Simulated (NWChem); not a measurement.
# CH (SMILES [CH]) at UB3LYP/6-31G(d) (Cartesian functions)

Aim: the electronic atomisation energy of CH at UB3LYP/6-31G* (Cartesian functions), from 3 runs. 

Program for the calculation: NWChem 7.3.0.

25 further runs of the same task are left out: 1 that didn't finish, 24 set aside as unsound or not needed. Runs told in other sessions of the task aren't counted.

### Step 1. Starting point

CH: 2 atoms, total charge 0, spin state doublet. SMILES: `[CH]`. Geometry: relaxed at PBE0-D4/def2-TZVP.

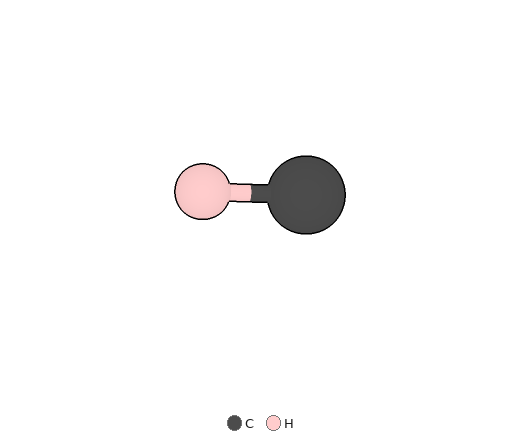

The structure, seen from a chosen angle (carbon dark grey, hydrogen pink).

### Step 2. Energy and gradient at UB3LYP/6-31G(d) (Cartesian functions)

File input.nw:

```
start input
title "CH gradient"
memory total 2200 mb
charge 0

geometry units angstroms noautosym nocenter noautoz
   C     0.000000    0.000000   -0.004060
   H     0.000000    0.000000    1.118400
end

basis cartesian
   * library 6-31G*
end

dft
   xc b3lyp
   mult 2
   grid xfine
   convergence energy 1e-08
   maxiter 100
   mulliken
   noprint "final vectors analysis"
end

task dft gradient
```

Run with:

```console
$ nwchem input.nw > input.out
```

The log of the run:

```text
[...]
          Wavefunction type:  spin polarized.
          No. of atoms     :     2
          No. of electrons :     7
[...]
          Charge           :     0
          Spin multiplicity:     2
[...]
          AO basis - number of functions:    17
[...]
              XC Information
              --------------
                         B3LYP Method XC Potential
                     Hartree-Fock (Exact) Exchange  0.200
                        Slater Exchange Functional  0.800 local
                    Becke 1988 Exchange Functional  0.720 non-local
              Lee-Yang-Parr Correlation Functional  0.810
                  VWN I RPA Correlation Functional  0.190 local
[...]
 d= 0,ls=0.0,diis     1    -38.4561859516 -4.13D+01  1.61D-02  4.98D-02     0.2
[...]
 d= 0,ls=0.0,diis     8    -38.4791061184 -6.35D-10  4.08D-07  3.27D-12     1.2
[...]
         Total DFT energy =      -38.479106118442
      One electron energy =      -56.690695424064
           Coulomb energy =       21.022581280496
    Exchange-Corr. energy =       -5.639657133542
 Nuclear repulsion energy =        2.828665158668
[...]
      Total Density - Mulliken Population Analysis
     ---------------------------------------------
    Atom       Charge   Shell Charges
 -----------   ------   -------------------------------------------------------
    1 C    6     6.12   1.99  0.87  1.39  1.13  0.78 -0.04
    2 H    1     0.88   0.54  0.34
[...]
      <S2> =      0.7521 (Exact =     0.7500)
[...]
  wavefunction    = open shell
                         DFT ENERGY GRADIENTS
    atom               coordinates                        gradient
                 x          y          z           x          y          z
   1 C       0.000000   0.000000  -0.007672   -0.000000   0.000000   0.005727
   2 H       0.000000   0.000000   2.113470    0.000000  -0.000000  -0.005727
[...]
```

It took 1.9 s on 1 thread of Intel Xeon 6975P-C (Granite Rapids), shared host; peak memory 0.12 GiB.

### Step 3. The C atom: the energy at UB3LYP/6-31G(d) (Cartesian functions)

File job.nw:

```
echo
start job
title "CH"
memory 2200 mb
charge 0

geometry units angstrom noautosym nocenter noautoz
  C     0.000000    0.000000    0.000000
end

basis cartesian
  * library 6-31G*
end

dft
  xc b3lyp
  mult 3
  grid xfine
  convergence energy 1e-08
  maxiter 100
  mulliken
  noprint "final vectors analysis"
end

task dft energy
```

Run the same way, it converges to -37.84628 Eh (log not shown).

### Step 4. The H atom: a single-point energy at UB3LYP/6-31G(d) (Cartesian functions)

File h.nw:

```
start h
memory stack 880 mb heap 220 mb global 1100 mb

geometry noautosym nocenter noautoz
   H      0.000000     0.000000     0.000000
end

basis
   * library 6-31G*
end

dft
   xc b3lyp
   mult 2
   grid xfine
   convergence energy 1e-08
   iterations 100
   mulliken
end

task dft energy
```

Run the same way, it converges to -0.50027 Eh (log not shown).

### Step 5. Outcome

Level: UB3LYP/6-31G* (Cartesian functions).

| quantity | value |
| --- | --- |
| molecule: total energy | -38.47911 Eh |
| molecule: dipole moment | 1.41 D |
| molecule: ⟨S²⟩ | 0.752 |
| molecule: largest force on an atom | 0.294 eV/Å |
| C atom: total energy | -37.84628 Eh |
| C atom: ⟨S²⟩ | 2.002 |
| H atom: total energy | -0.50027 Eh |
| H atom: HOMO energy (highest over α and β) | -8.60 eV |
| H atom: ⟨S²⟩ | 0.750 |
| electronic atomisation energy | 3.607 eV |

What this shows: Taking the molecule apart into free atoms costs 3.61 eV (83 kcal/mol), before zero-point energy and without spin-orbit coupling. The largest force (molecule) is 0.29 eV/Å: the shape isn't a stationary point for this species at this level.
